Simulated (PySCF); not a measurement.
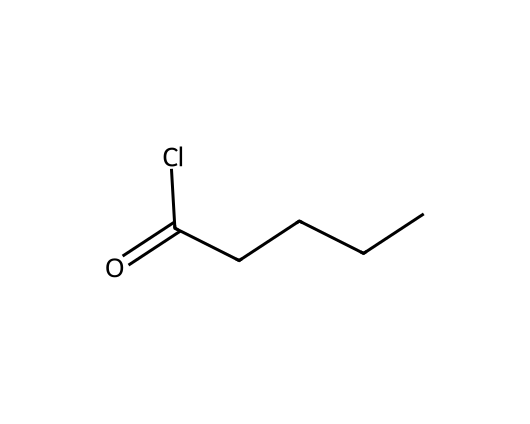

A structural formula.

Write the SMILES.

Answer. CCCCC(=O)Cl

What is the molecular formula?

Answer. C5H9ClO.

More results for the same structure follow; atom numbers are the same in all pictures, views and colours differ. Computed geometry: PBE0-D3(BJ)/def2-SVP optimisation. No frequency run is at hand to confirm it as a minimum.

**Geometry**

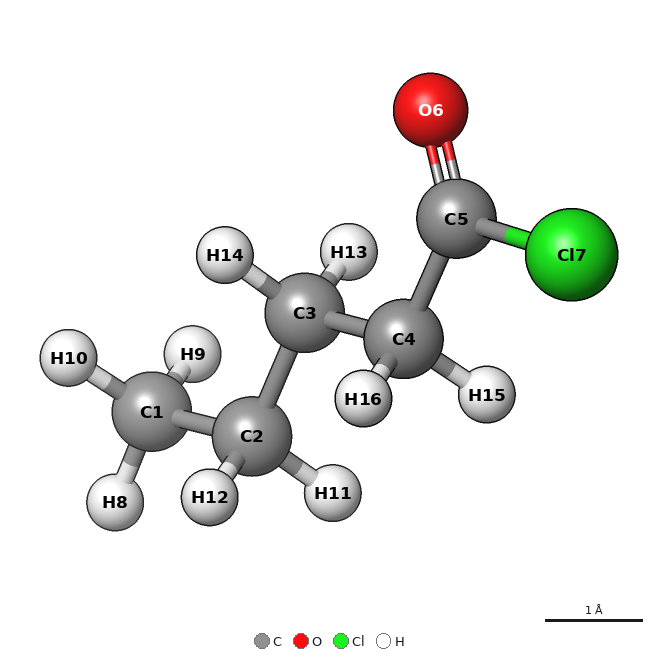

Atoms carry their numbers in the input. No frequency run is at hand to confirm it as a minimum.

Describe the coordination of atom 3.

Answer. C3 has 4 neighbours (C2 at 1.52, C4 at 1.52, H13 at 1.10, H14 at 1.10 Å); the arrangement is tetrahedral.

Describe the coordination of atom 5.

Answer. C5 has 3 neighbours (C4 at 1.50, O6 at 1.18, Cl7 at 1.80 Å); the arrangement is trigonal planar.

Describe the coordination of atom 2.

Answer. C2 has 4 neighbours (C1 at 1.52, C3 at 1.52, H11 at 1.10, H12 at 1.10 Å); the arrangement is tetrahedral.

How are the neighbours of atom 4 arranged?

Answer. C4 has 4 neighbours (C3 at 1.52, C5 at 1.50, H15 at 1.10, H16 at 1.10 Å); the arrangement is tetrahedral.

What is the dihedral angle C3–C4–C5–Cl7?

Answer. 179° in size, that is anti.

**NMR shielding**

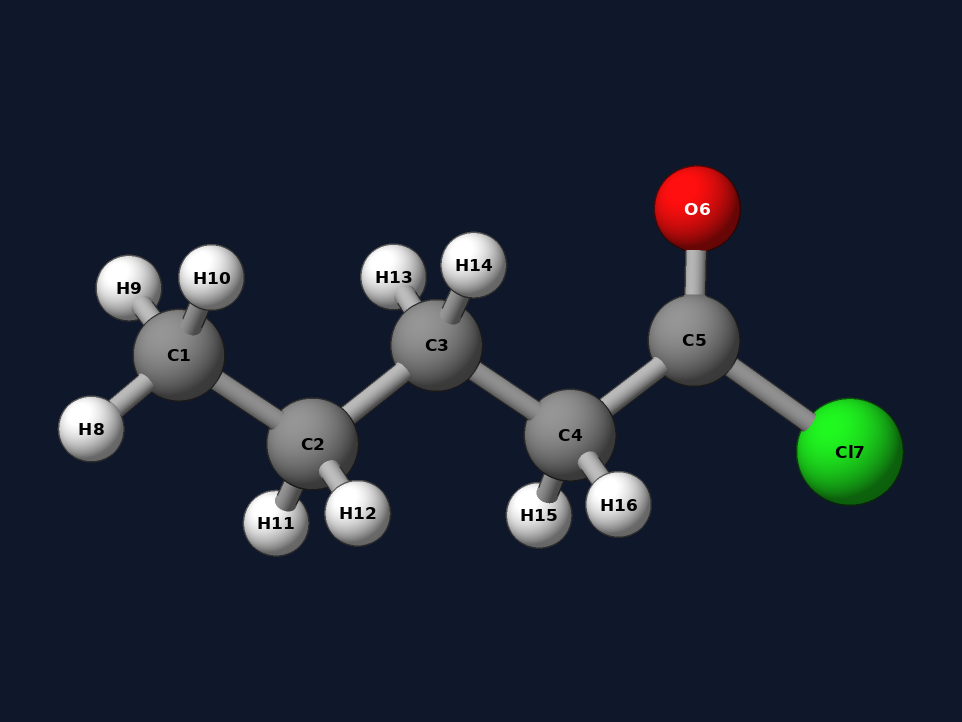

No frequency run is at hand to confirm it as a minimum. Properties computed with GIAO KT3/pcSseg-1 NMR shielding, non-relativistic, gas phase (PySCF 2.14.0). Principal shieldings σ11 ≤ σ22 ≤ σ33, span Ω = σ33 − σ11, skew κ = 3(σiso − σ22)/Ω.

Which C atom has the most anisotropic shielding?

Answer. C5, with a span of 161 ppm.

Give the shielding tensors of the C atoms.

```
atom    σ11    σ22    σ33   σiso      Ω      κ
  C1  153.8  158.0  183.6  165.1   29.8   0.72
  C2  144.0  153.1  167.5  154.9   23.5   0.22
  C3  135.4  148.5  169.7  151.2   34.3   0.23
  C4  102.3  115.5  179.3  132.4   77.1   0.66
  C5  −84.2   41.6   77.2   11.5  161.4  −0.56
```

Shieldings and span in ppm.

**Polarisability**

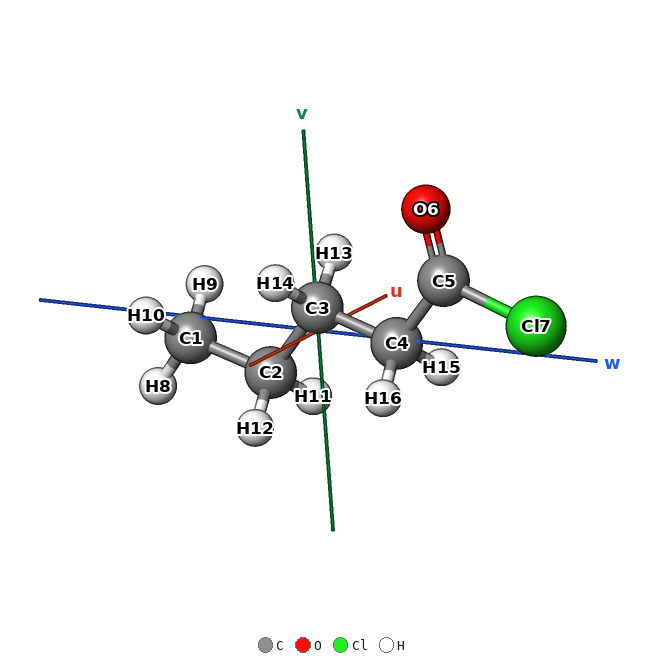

The lines u, v and w are the principal axes of the static dipole polarisability. No frequency run is at hand to confirm it as a minimum. Computed with CAM-B3LYP/def2-SVPD (PySCF 2.14.0).

Along which axis is the molecule most polarisable, and along which least?

Answer. Most along w (close to the long direction C1···Cl7), least along u.

Give the three principal values.

Answer. u 62.6, v 75.8, w 101.1 bohr³; mean 79.8, anisotropy 33.9 bohr³.

**Excitation**

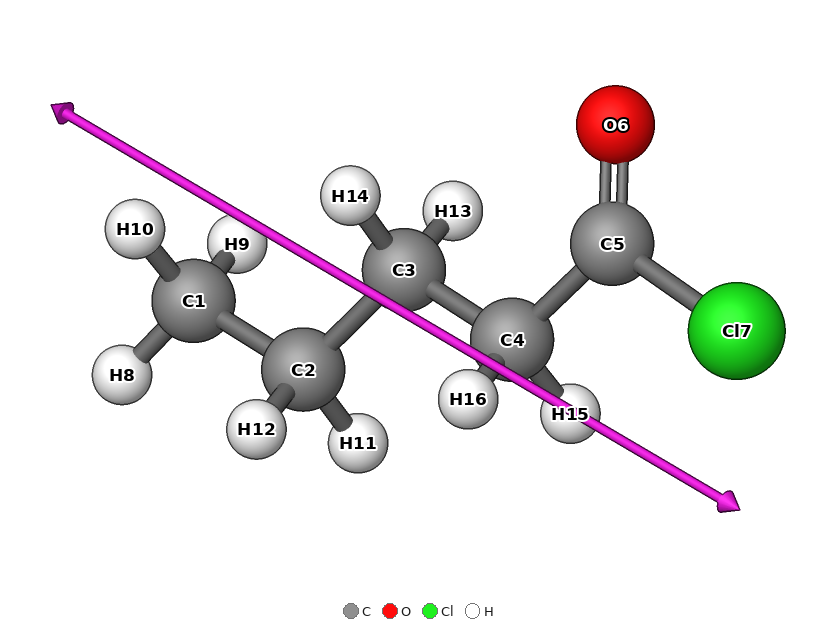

The double arrow shows the direction of the transition dipole to excited singlet state 9 (its length means nothing). No frequency run is at hand to confirm it as a minimum. Level of theory: TDDFT CAM-B3LYP/def2-SVPD, vertical, gas phase, core orbitals frozen in the response (PySCF 2.14.0).

How is the transition polarised?

Answer. Nearly parallel to the C1–C2 bond.

Where does the transition lie, and how strong is it?

Answer. 8.59 eV (144 nm), oscillator strength 0.37, of mixed character, with the largest part HOMO−3 → LUMO (weight 0.32); transition dipole 3.39 D.

**Charges**

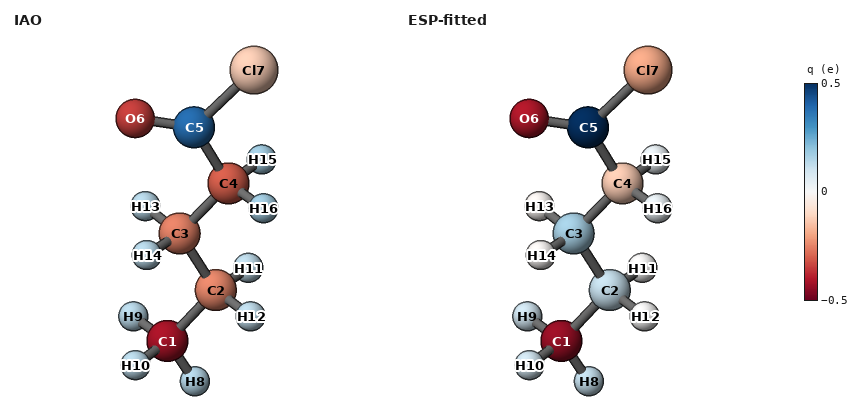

Atomic charges of one calculation by 2 schemes, on one colour scale. No frequency run is at hand to confirm it as a minimum. Level of theory: PBE0/pcSseg-1 (PySCF 2.14.0).

Which scheme gives the most polar picture (largest mean size of the charges)?

Answer. The IAO charges are the largest in size here.

On which atom do the schemes disagree most?

Answer. On C3 (from −0.25 to 0.17 e).

List the charges (e), one line for each set of equivalent atoms.

| atom | IAO | ESP-fitted |
| --- | --- | --- |
| C1 | −0.41 | −0.43 |
| C2 | −0.24 | 0.11 |
| C3 | −0.25 | 0.17 |
| C4 | −0.30 | −0.13 |
| C5 | 0.38 | 0.50 |
| O6 | −0.34 | −0.40 |
| Cl7 | −0.12 | −0.19 |
| H8 | 0.14 | 0.12 |
| H9, H10 | 0.14 | 0.10 |
| H11, H12 | 0.13 | 0.00 |
| H13, H14 | 0.14 | −0.01 |
| H15, H16 | 0.17 | 0.04 |
